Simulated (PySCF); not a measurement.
# C3H10AlBO: the cost of one run

Programs: PySCF 2.14.0, with routines of our own; each step states its level. All values are computed. Atoms count from 0.

## 1. The starting structure

16 atoms, charge 0, multiplicity 1; geometry from: GFN2-xTB.

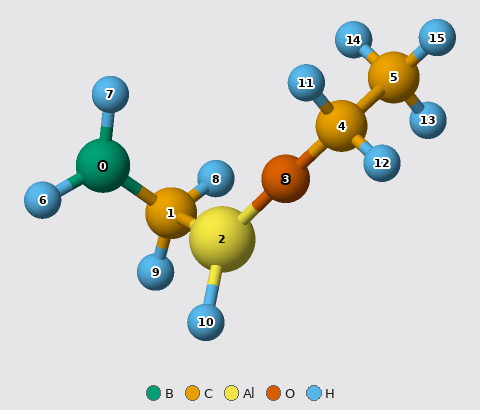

The starting geometry (boron teal, carbon amber, aluminium yellow, oxygen orange, hydrogen blue); sticks join atoms by distance alone.

## 2. Magnetic properties: GIAO BHandHLYP/pcSseg-1

The job: settings as JSON, then the geometry in Å.

```
{"job": {"kind": "mag", "xc": "BHandHLYP", "basis": "pcSseg-1", "isotopologues": 2}, "charge": 0, "multiplicity": 1}
B      2.713111     0.283799     0.118514
C      2.147629    -0.297255     1.408763
Al     0.745172    -1.252134     0.299632
O     -0.675736    -0.605907    -0.217001
C     -1.889089    -0.017068    -0.590411
C     -2.366610     0.973719     0.463588
H      3.531495    -0.305195    -0.488263
H      2.318121     1.306780    -0.308519
H      1.652806     0.372729     2.116840
H      2.722987    -1.058718     1.936081
H      0.920074    -2.718854    -0.107841
H     -1.751372     0.496342    -1.549497
H     -2.636682    -0.807889    -0.724220
H     -2.491234     0.465552     1.417381
H     -1.631562     1.765645     0.585544
H     -3.316709     1.407398     0.162964
```

Level: GIAO BHandHLYP/pcSseg-1 magnetisability, rotational g tensor and spin-rotation constants, non-relativistic, gas phase.

Run with:

```
OMP_NUM_THREADS=1 python excited_run.py task.json out
```

This one command runs all jobs of the session in turn.

**Question.** How long does this first job take on 1 thread of Intel Xeon Platinum 8488C, shared host, and how much memory does it need?

About 26 s, with a peak of 0.72 GiB.
